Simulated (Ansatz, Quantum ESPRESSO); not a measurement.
**Re (hcp): bulk modulus from a few volumes**

How stiff is hcp Re under hydrostatic load? Each row relaxes cell and atoms at a set pressure. The phase is followed to these pressures whether or not it stays the stable one.

Calculated with Quantum ESPRESSO 7.5, PBEsol, GBRV 1.5 ultrasoft potentials, cutoff 680 eV, Fermi–Dirac smearing 0.05 eV, k-mesh 18×18×10, no spin polarisation, no spin-orbit coupling.

Reference cell, relaxed at zero pressure with PBEsol (P6_3/mmc): a = 2.7502 Å, b = 2.7502 Å, c = 4.4425 Å, α = 90.00°, β = 90.00°, γ = 120.00°.

```csv
atom,x,y,z
Re,0.3333,0.6667,0.7500
Re,0.6667,0.3333,0.2500
```

```csv
V (Å³/atom),V/V0,P (GPa),E − E0 (meV/atom)
14.7037,1.0106,−4.017,1.7
14.3702,0.9877,5.032,3.1
14.0430,0.9652,15.063,23.9
13.8924,0.9548,20.103,40.6
13.6150,0.9358,30.154,84.4
```

V0 = 14.5498 Å³ an atom, where the residual pressure P0 is +0.019 GPa. **Question.** Fit the Birch–Murnaghan law and give the pressure and the energy at V = 14.2014 Å³ an atom, a row left out above.

With the Eulerian strain f = ½[(V0/V)^(2/3) − 1] and F = (P − P0)/[3f(1 + 2f)^(5/2)], the third-order law is the line F = B0 + (3/2) B0 (B′ − 4) f.

```
       f  F (GPa)
 0.02263   397.33
 0.01565   396.00
 0.01196   395.28
 0.00416   393.70
−0.00350   391.74
```

A straight line through the 5 rows: the means are 0.01018 for f and 394.81 for F, Σ(Δx)² = 0.0004115 and ΣΔxΔy = 0.0874, so the slope is 0.0874/0.0004115 = 212.41 and the intercept 394.81 − (212.41)(0.01018) = 392.65.

Hence B0 = 392.6 GPa and B′ = 4 + (212.4)/(1.5 × 392.6) = 4.36. For the withheld volume f = 0.00814, F = 394.38 GPa and P = 10.05 GPa. The run itself gives 10.06 GPa, so the estimate misses by 0.01 GPa, a rounding's worth.

Integrating the same law gives E − E0 = (9/2) B0 V0 f²[1 + (B′ − 4) f] + P0(V0 − V), with 1 GPa Å³ = 6.2415 meV: 10.7 meV an atom. The run itself gives 11.3 meV, so the estimate misses by 0.6 meV; the fitted rows themselves lie up to 1.5 meV off the law.

The same fit over all rows at other levels or in other programs gives B0 = 391 GPa with PBEsol (Ansatz).

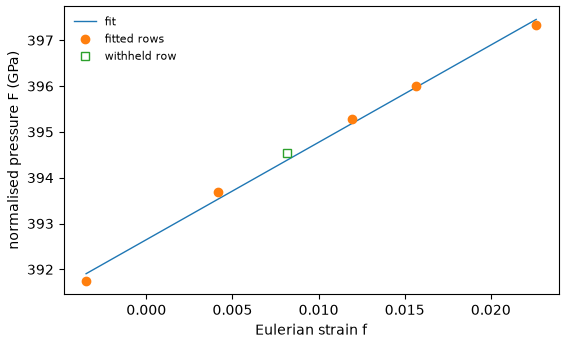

The fitted law, the rows behind it and the withheld row.

[Logs are printed without paths, hosts, clocks, repeated set-up lines and the standing remarks that a program may print on its own settings, such as how far it seeks lower states.]
